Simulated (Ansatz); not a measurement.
# CH6B2ClGa: a ladder of functionals and wavefunction methods

Aim: compute CH6B2ClGa with functionals from several rungs and with coupled cluster, and see how far each lands from CCSD(T) at the basis-set limit for the atomisation energy.

Program: Ansatz 0.2.0, Gaussian basis. Level of theory: functionals in def2-TZVPP, the program's frozen cores in correlated methods. These are calculated values, not measurements.

The runs, in order: LDA (SPW92), PBE-D4, revPBE-D4, BLYP-D4, r2SCAN-D4, B97M-V, PBE0-D4, B3LYP-D4, r2SCANh-D4, r2SCAN0-D4, HSE06-D4, BHLYP-D4, CAM-B3LYP-D4, LC-ωPBE, ωB97X-V, ωB97M-V, B2PLYP, PBE-QIDH; CCSD(T)/def2-SVP; CCSD(T)/def2-TZVPP; MP2/def2-QZVPP; extrapolation to the limit; RPA on PBE.

## Step 1: The relaxed structure

All runs share one geometry, relaxed beforehand with PBE0-D4 in a triple-zeta def2 set.

11 atoms, charge 0, spin multiplicity 1.

Atoms are counted from 1 here; the program's logs count them from 0.

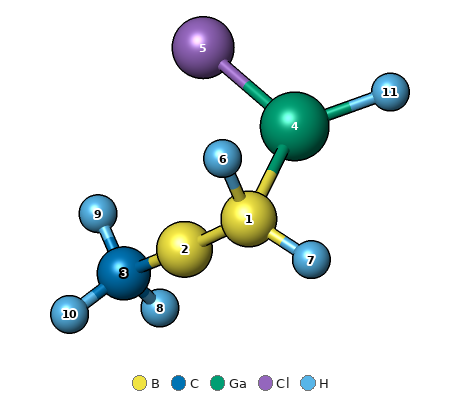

The structure; colours as in the key; atoms are numbered from 1 in the order of the file.

As a file:

```
atom    x (Å)    y (Å)    z (Å)
  B1   0.4881   1.3183  -0.6322
  B2   0.6600   0.2361   0.4540
  C3   0.7362  -0.8821   1.4752
 Ga4  -1.0407   0.0799  -1.4452
 Cl5  -2.5705  -0.7980  -0.1540
  H6  -0.3652   2.1501  -0.3817
  H7   1.2676   1.5179  -1.5200
  H8   1.2030  -1.7680   1.0289
  H9  -0.2786  -1.1717   1.7710
 H10   1.3053  -0.6003   2.3640
 H11  -1.4053  -0.0821  -2.9600
```

## Step 2: LDA

This LDA is Slater exchange with PW92 correlation.

File in.yaml:

```yaml
crystal:
  periodic: [false, false, false]
  atoms:
    - {symbol: B, position_ang: [0.488125, 1.318328, -0.632235]}
    - {symbol: B, position_ang: [0.660001, 0.236062, 0.454024]}
    - {symbol: C, position_ang: [0.736186, -0.882069, 1.475233]}
    - {symbol: Ga, position_ang: [-1.040661, 0.079862, -1.445164]}
    - {symbol: Cl, position_ang: [-2.570502, -0.798004, -0.154001]}
    - {symbol: H, position_ang: [-0.365189, 2.150063, -0.381726]}
    - {symbol: H, position_ang: [1.267564, 1.517852, -1.520013]}
    - {symbol: H, position_ang: [1.203016, -1.767963, 1.028928]}
    - {symbol: H, position_ang: [-0.278619, -1.171699, 1.770983]}
    - {symbol: H, position_ang: [1.305335, -0.600300, 2.364005]}
    - {symbol: H, position_ang: [-1.405256, -0.082132, -2.960044]}
basis:
  gaussian: {orbitals: def2-TZVPP}
hamiltonian: {xc: lda}
output: {orbitals: {seedname: orbitals}}
```

Launch:

```sh
$ ansatz run in.yaml --threads 4 --pin off --events-out ev --progress --plain --max-ram 10444MiB
```

Further steps of the session: PBE-D4 (GGA); revPBE-D4 (GGA); BLYP-D4 (GGA); r2SCAN-D4 (meta-GGA); B97M-V (meta-GGA); B3LYP-D4 (hybrid); r2SCANh-D4 (hybrid); r2SCAN0-D4 (hybrid); HSE06-D4 (hybrid); BHLYP-D4 (hybrid); CAM-B3LYP-D4 (range-separated); LC-ωPBE (range-separated); ωB97X-V (range-separated); ωB97M-V (range-separated); B2PLYP (double hybrid); PBE-QIDH (double hybrid); CCSD(T) in def2-SVP; CCSD(T) in def2-TZVPP; MP2 in def2-QZVPP; RPA on PBE orbitals.

Before running them: what should the planned runs give, taken together? Wanted: atomisation energy, CCSD(T)/CBS; farthest beyond LDA; mean size of error, GGA; mean size of error, meta-GGA; mean size of error, hybrid; mean size of error, range-separated; mean size of error, double hybrid; gap, smallest and largest; T1 diagnostic.

**Answer**, as computed:

| quantity | value |
| --- | --- |
| atomisation energy, CCSD(T)/CBS | 875.1 kcal/mol |
| functionals within 8.8 kcal/mol (1.0 %) | revPBE-D4, BLYP-D4, B3LYP-D4, r2SCAN0-D4, CAM-B3LYP-D4, LC-ωPBE, ωB97X-V, ωB97M-V, B2PLYP, PBE-QIDH |
| farthest beyond LDA | PBE-D4 (+20.6 kcal/mol) |
| mean size of error, GGA | 8.2 kcal/mol |
| mean size of error, meta-GGA | 18.4 kcal/mol |
| mean size of error, hybrid | 10.6 kcal/mol |
| mean size of error, range-separated | 5.7 kcal/mol |
| mean size of error, double hybrid | 6.8 kcal/mol |
| gap, smallest and largest | 3.37 eV (LDA (SPW92)), 9.98 eV (LC-ωPBE) |
| T1 diagnostic | 0.0133 |
| triples share of the correlation energy | 4.2 % |

**Reading.** LDA overbinds by 123.6 kcal/mol (14 %). PBE-D4 misses by +20.6 kcal/mol. Double hybrids carry the basis error of their MP2 part in triple zeta, and no dispersion term here, so their miss is partly the set-up's. The rungs range-separated, double hybrid, GGA miss on average by less than the doubt on the reference (8.8 kcal/mol), so they tie. Misses under about 8.8 kcal/mol are within the doubt on the reference itself, which lacks core-valence correlation, relativity and higher excitations, and its outer-core shells are covered unevenly. Hartree-Fock recovers 77 % of the binding; the rest is correlation. CCSD(T) in def2-SVP is off by -39.0 kcal/mol, more than most functionals: a good method in a small basis is no reference. Orbital gaps span 3.4 to 10.0 eV; exact exchange widens them. Correlated methods include outer-core shells of Ga, which these sets cover unevenly.
